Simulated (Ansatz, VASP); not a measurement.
## Cross-check of CrBr2 between VASP and Ansatz

Wanted: the spread between two codes on one cell, functional and k mesh.

Program: Ansatz 0.2.0. Level of theory: plane waves, with VASP 6.6.1 beside it; single point at PBEsol, DFT+U. Results are calculated unless marked as measured.

**1. The starting structure**

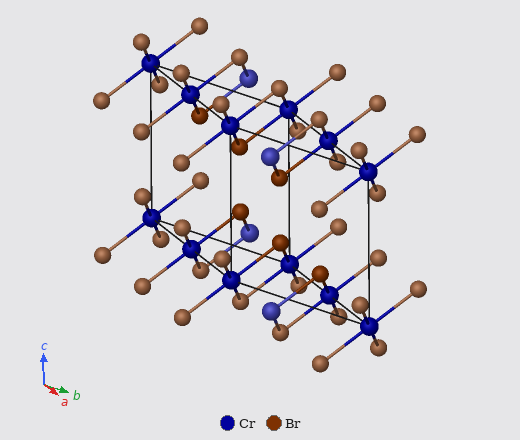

The starting structure, seen slightly off an axis (chromium blue, bromine brown). Some periodic images of atoms are drawn too.

As a file:

```cif
data_structure
_symmetry_space_group_name_H-M 'C2/m'
_symmetry_Int_Tables_number 12
_cell_length_a 7.4893
_cell_length_b 3.6621
_cell_length_c 6.5067
_cell_angle_alpha 90.000
_cell_angle_beta 96.414
_cell_angle_gamma 90.000
_cell_volume 177.34
loop_
_atom_site_label
_atom_site_type_symbol
_atom_site_symmetry_multiplicity
_atom_site_Wyckoff_symbol
_atom_site_fract_x
_atom_site_fract_y
_atom_site_fract_z
_atom_site_occupancy
Cr1 Cr 2 a 0.00000 0.00000 0.00000 1
Br1 Br 4 i 0.64577 0.00000 0.23323 1
```

**2. Ansatz: single point, PBEsol, DFT+U**

Ansatz runs on its default PAW (the set named soft_2) files.

With cell and atoms fixed, the geometry can't cause a difference; cores, projectors, grids and the points listed under the comparison can.

Contents of input.yaml:

```yaml
crystal:
  lattice:
    - [7.489338, -3.66211, 0.0]
    - [7.489338, 0.0, 0.0]
    - [-0.726847, 0.0, 6.465946]
  atoms:
    - { symbol: Cr, position: [0.0, 0.0, 0.0], spin: 3.0 }
    - { symbol: Cr, position: [0.5, 0.0, 0.0], spin: -3.0 }
    - { symbol: Br, position: [0.0, 0.645774, 0.233228] }
    - { symbol: Br, position: [0.5, 0.645774, 0.233228] }
    - { symbol: Br, position: [0.0, 0.354226, 0.766772] }
    - { symbol: Br, position: [0.5, 0.354226, 0.766772] }
hamiltonian:
  xc: pbesol
  pseudopotentials: { kind: paw }
  hubbard: { sites: [{ species: Cr, l: d, u_eff: 3.5 }] }
magnetization:
  spin_polarized: true
kpoints:
  mp_grid: { grid: [5, 10, 6] }
scf:
  occupations: { method: fermi_dirac, width: 0.05 }
  n_extra_bands: 10
output:
  forces: true
  stress: true
  eigenvalues: true
```

Command:

```console
$ ansatz run input.yaml --threads 4 --pin off --max-ram 9216MiB --backend cpu --events-out ev --progress --plain --runs-dir out
```

Numbers of over 12 decimals in the logs are rounded to 6 here.

The program printed:

```text
Cr: projections on atomic orbitals take those of the free atom [Ne] 3s2 3p6 3d5 4s1, of charge +0.00 (hamiltonian.pseudopotentials.projection_atoms); the dataset's partial waves leave at most 7.0e-7 of an orbital's norm unspanned inside its sphere
Br: projections on atomic orbitals take those of the free atom [Ar 3d10] 4s2 4p5, of charge +0.00 (hamiltonian.pseudopotentials.projection_atoms); the dataset's partial waves leave at most 2.8e-6 of an orbital's norm unspanned inside its sphere
scf.n_extra_bands = 10 over 28 filled bands (N_el = 56.0): the run solves 38 bands
Engine: ansatz 0.2.0, aarch64-unknown-linux-gnu
Pseudopotentials: kind: paw
Pseudopotential: Cr, paw, valence charge 14, recommended cutoff 420 eV (normal), Cr.paw.azcp
Pseudopotential: Br, paw, valence charge 7, recommended cutoff 420 eV (normal), Br.paw.azcp
Functional definition: PBEsol
  exchange = pbesol_x
  correlation = pbesol_c
Crystal: 6 atoms, lattice volume = 177.340 Å³
Basis set: ecut = 420 eV, 3469 PW (Γ), exchange–correlation on 120×108×90 points (8 copies of the dense FFT grid, shifted against one another)
Bands: 38, of which v1, the nominal top of the filled ones, is band 28 counted from 1 (27 counted from 0)
Symmetry: 4 space group operations
Space group: P2/m (ITA 10), of the structure as read, at distance tolerance 5.6e-5 Å
Magnetic group: BNS 10.49 (UNI 56), of the structure as read, at distance tolerance 5.6e-5 Å
k-points: 96 of 300
Non-local potential: Cr, projectors of the file, l = 0: 3, l = 1: 2, l = 2: 3, l = 3: 1
Non-local potential: Br, projectors of the file, l = 0: 2, l = 1: 2, l = 2: 2
PAW form: soft (Blöchl's): semilocal exchange-correlation on the pseudo side does not see the compensation charge
PAW frozen core: Cr, regenerated for the run's functional, and the local potential with it (the file was generated under x = pbe(κ = 0.804, μ = 0.219515), c = pbe(β = 0.066725))
PAW frozen core: Br, regenerated for the run's functional, and the local potential with it (the file was generated under x = pbe(κ = 0.804, μ = 0.219515), c = pbe(β = 0.066725))
PAW one-centre angular grid: Cr, 590 points (default); XC on 64 Gauss nodes
PAW one-centre angular grid: Br, 110 points (default); XC on 64 Gauss nodes
Initial density: superposition of atomic densities (chi_scale 0.1, normalization cell, long waves kept (reshape's long-wave potential 0.18 eV rms))
Starting moments: Σ|m| = 6 μB on 2 of 6 sites
Starting magnetic order: antiferromagnet; a translation exchanges its spin sublattices: spin-degenerate at every k-point
Initial wavefunctions: pseudopotential atomic-orbital guess
Functional: x = pbesol(κ = 0.804, μ = 0.123457), c = pbesol(β = 0.046)
SCF iter   1: F=—  HF=-17646.210114 eV  |F-HF|=—  |Δ(HF+E_count)|=         —  Δρ=5.35e-2 (↑5.35e-2 ↓5.35e-2)  dr2=2.17e1  dr2_m=2.09e0  M=0.000 μB ∫|m|=8.958 μB  β_m=1.00  ethr=3.10e-3  ⟨swp⟩=8.2  Hψ=16995  notcnv=0  defer=5
preconditioner: auto → Resta (q_TF=auto, 2.251 Å⁻¹)  ε∞=5.6  [insulator: Δε(μ)=0.743 eV  Ē_g=8.185 eV  σ=0.050 eV  W_gap=1.00  n_scr=38 (ndim 8)  ℏωp=17.6 eV  f_vac=0.077  D(μ)=0.01/eV (n_scr^D=0)  ε∞_Penn≈5.6]
spin=Collinear: Resta preconditioning applied to the charge; magnetization (m = ρ↑ − ρ↓) channel mixes plain (no charge-response kernel on spin).
SCF iter   2: F=—  HF=-17643.914409 eV  |F-HF|=—  |Δ(HF+E_count)|=    2.30e0  Δρ=1.34e-2 (↑1.34e-2 ↓1.34e-2)  dr2=1.74e0  dr2_m=9.08e-2  M=0.000 μB ∫|m|=8.967 μB  β_m=1.00  ethr=3.10e-3  ⟨swp⟩=3.1  Hψ=8362  notcnv=0  defer=319
SCF iter   3: F=—  HF=-17644.569320 eV  |F-HF|=—  |Δ(HF+E_count)|=   6.55e-1  Δρ=8.69e-3 (↑8.69e-3 ↓8.69e-3)  dr2=6.43e-1  dr2_m=1.10e-2  M=0.000 μB ∫|m|=8.943 μB  β_m=1.00  ethr=3.10e-3  ⟨swp⟩=2.1  Hψ=4678  notcnv=0  defer=317
SCF iter   4: F=—  HF=-17644.844060 eV  |F-HF|=—  |Δ(HF+E_count)|=   2.75e-1  Δρ=2.50e-3 (↑2.50e-3 ↓2.50e-3)  dr2=3.98e-2  dr2_m=2.71e-3  M=0.000 μB ∫|m|=8.933 μB  β_m=0.30  ethr=1.15e-3  ⟨swp⟩=2.9  Hψ=7017  notcnv=0  defer=303
Mixer restart at iter 4: flushing history
spin-set hold released at iteration 4 (site moments contracting): the magnetisation degrees of freedom join the quasi-Newton model from the next iteration; the mixer history was flushed
SCF iter   5: F=—  HF=-17645.046397 eV  |F-HF|=—  |Δ(HF+E_count)|=   2.02e-1  Δρ=2.23e-3 (↑2.23e-3 ↓2.23e-3)  dr2=3.77e-2  dr2_m=1.49e-3  M=0.000 μB ∫|m|=8.859 μB  β_m=0.65  ethr=7.11e-5  ⟨swp⟩=3.8  Hψ=7622  notcnv=0  defer=220
SCF iter   6: F=—  HF=-17645.298858 eV  |F-HF|=—  |Δ(HF+E_count)|=   2.52e-1  Δρ=2.82e-3 (↑2.82e-3 ↓2.82e-3)  dr2=2.97e-2  dr2_m=3.81e-3  M=0.000 μB ∫|m|=8.756 μB  β_m=0.59  ethr=6.73e-5  ⟨swp⟩=3.0  Hψ=6953  notcnv=0  defer=220
SCF iter   7: F=—  HF=-17645.296172 eV  |F-HF|=—  |Δ(HF+E_count)|=   2.69e-3  Δρ=6.76e-4 (↑6.76e-4 ↓6.76e-4)  dr2=1.43e-3  dr2_m=4.80e-4  M=0.000 μB ∫|m|=8.686 μB  β_m=0.79  ethr=5.31e-5  ⟨swp⟩=2.3  Hψ=7697  notcnv=0  defer=205
SCF iter   8: F=—  HF=-17645.298520 eV  |F-HF|=—  |Δ(HF+E_count)|=   2.35e-3  Δρ=1.83e-4 (↑1.83e-4 ↓1.83e-4)  dr2=1.54e-4  dr2_m=3.71e-5  M=0.000 μB ∫|m|=8.661 μB  β_m=0.90  ethr=2.56e-6  ⟨swp⟩=2.0  Hψ=5017  notcnv=0  defer=205
SCF iter   9: F=—  HF=-17645.298870 eV  |F-HF|=—  |Δ(HF+E_count)|=   3.50e-4  Δρ=3.94e-5 (↑3.94e-5 ↓3.94e-5)  dr2=1.22e-5  dr2_m=9.52e-7  M=0.000 μB ∫|m|=8.648 μB  β_m=0.95  ethr=2.74e-7  ⟨swp⟩=2.0  Hψ=5515  notcnv=0  defer=205
SCF iter  10: F=—  HF=-17645.298892 eV  |F-HF|=—  |Δ(HF+E_count)|=   2.23e-5  Δρ=9.99e-6 (↑9.99e-6 ↓9.99e-6)  dr2=1.25e-6  dr2_m=4.15e-8  M=0.000 μB ∫|m|=8.648 μB  β_m=0.97  ethr=2.17e-8  ⟨swp⟩=2.0  Hψ=5019  notcnv=0  defer=205
SCF iter  11: F=—  HF=-17645.298896 eV  |F-HF|=—  |Δ(HF+E_count)|=   3.17e-6  Δρ=9.35e-6 (↑9.35e-6 ↓9.35e-6)  dr2=5.26e-7  dr2_m=4.96e-8  M=0.000 μB ∫|m|=8.648 μB  β_m=0.99  ethr=2.23e-9  ⟨swp⟩=2.1  Hψ=5511  notcnv=0  defer=205
SCF iter  12: F=-17645.298896 eV  HF=-17645.298896 eV  |F-HF|=2.93e-9  |Δ(HF+E_count)|=   1.68e-7  Δρ=2.12e-6 (↑2.12e-6 ↓2.12e-6)  dr2=1.57e-8  dr2_m=3.01e-9  M=0.000 μB ∫|m|=8.648 μB  ethr=1.79e-10  ⟨swp⟩=11.8  Hψ=17218  notcnv=0
SCF 1 converged in 12 iterations: F = -17645.298896 eV  dr2 = 1.57e-8
  greatest PAW one-centre occupation: 1.000 electrons in one spin orbital (limit 2), on the Cr atom at site 1 (counted from 0), in its partial waves of l = 0
SCF converged after 12 iterations
Magnetization: 0.0000 μB (28.0000 up, 28.0000 down)
Absolute magnetization: 8.6444 μB (∫|ρ↑−ρ↓|, with the PAW one-centre terms)
Spin contamination: 4.1081 ħ² per cell (⟨S²⟩ above its minimum at these occupations)
Per-site moments (μB) at R_I (Å): [(3.584992, 1.049847), (-3.584992, 1.049847), (0.073340, 1.049847), (-0.073340, 1.049847), (0.073340, 1.049847), (-0.073340, 1.049847)]
Free energy (F): -17645.298896 eV
Harris-Foulkes:  -17645.298896 eV  (|F-HF|=2.93e-9)
Internal energy: -17645.298896 eV  (E = F + TS)
E sigma→0 (E₀):  -17645.298896 eV
Fermi energy:    4.176339 eV
--- Per-component energies (eV) ---
  E_band       = -769.682088
  E_kinetic    = 1212.669707
  E_local      = -6309.115935  (includes V_loc(G=0)·N_el)
  E_nonlocal   = 457.049087
  E_hartree    = 2590.542431
  E_xc         = -1316.211453
  E_vxc        = -760.906362  (∫ρ·V_xc dr)
  E_hubbard    = 1.942532  (on-site DFT+U / exact-exchange correction)
  E_vhub       = -12.383351  (the Hubbard potential's part of the band-sum identity)
  E_paw        = -11156.192396  (= ΣΔE_a)
  E_vpaw       = -538.070570  (= ΣTr[D̂ρ^β])
  E_aug_tail   = 0.000680  (compensation charges beyond the density's cutoff)
  E_ewald      = -3126.672629
  E_core_change = 0.689080  (= ΣΔE_core)
  E_smearing   = -0.000000  (= −TS)
  E_closure    = -0.000000  (closes the sum)
  Σ components = -17645.298896   (vs F -17645.298896, Δ=0.00e0)
--- Forces (eV/Å), atoms counted from 1 ---
  atom   1  Cr     0.00000000     0.00000000     0.00000000
  atom   2  Cr     0.00000000     0.00000000     0.00000000
  atom   3  Br     0.01420627     0.00000000    -0.10748776
  atom   4  Br     0.01420627     0.00000000    -0.10748776
  atom   5  Br    -0.01420627     0.00000000     0.10748776
  atom   6  Br    -0.01420627     0.00000000     0.10748776
  max |Σ_I F_I| component: 1.39e-17 eV/Å
--- Stress (GPa, compression-positive) ---
       -1.158185       0.000000       0.074669
        0.000000      -0.856009       0.000000
        0.074666       0.000000      -0.601587
  P = ⅓ Tr σ = -0.8719 GPa (-8.719 kbar)
--- Band table (eV; the first three rows and the last of 192) ---
  k-point 0 ↑: bands = [... 24 lower, 2.2594, 2.3412, 2.6566, 3.0967, 5.6476, 6.9996, 7.3268, 7.9574, ... 6 higher]
  k-point 1 ↑: bands = [... 24 lower, 2.2247, 2.2602, 2.6969, 3.1079, 5.6432, 7.2084, 7.3522, 7.9528, ... 6 higher]
  k-point 2 ↑: bands = [... 24 lower, 2.1937, 2.2254, 2.7560, 3.1239, 5.6332, 7.2916, 7.7122, 7.9459, ... 6 higher]
  k-point 95 ↓: bands = [... 24 lower, 1.6216, 1.7246, 2.8614, 2.9278, 5.5948, 8.0619, 8.0657, 8.2704, ... 6 higher]
Occupation matrices written to <dir>
```

The job ended after 14 s (4 threads of Arm Neoverse V2, shared host; peak memory 1.5 GiB).

Reading the cycles: dr2 is the Hartree energy of the density residual (eV), the measure of convergence; HF is the Harris–Foulkes estimate of the energy, which meets the free energy F at convergence.

The run ends at a pressure of -0.87 GPa, with forces up to 0.11 eV/Å.

(Part 1 of 2 ends here.)

[Lines on the potential files, build, host, timing and source positions are cut from VASP's logs without a mark.]

[Logs are printed without paths, hosts, clocks, repeated set-up lines and the standing remarks that a program may print on its own settings, such as how far it seeks lower states.]

[Hosts, paths, dates, database ids (printed as entryN), source tags and the programs' standing remarks are cut or masked in the printed files.]
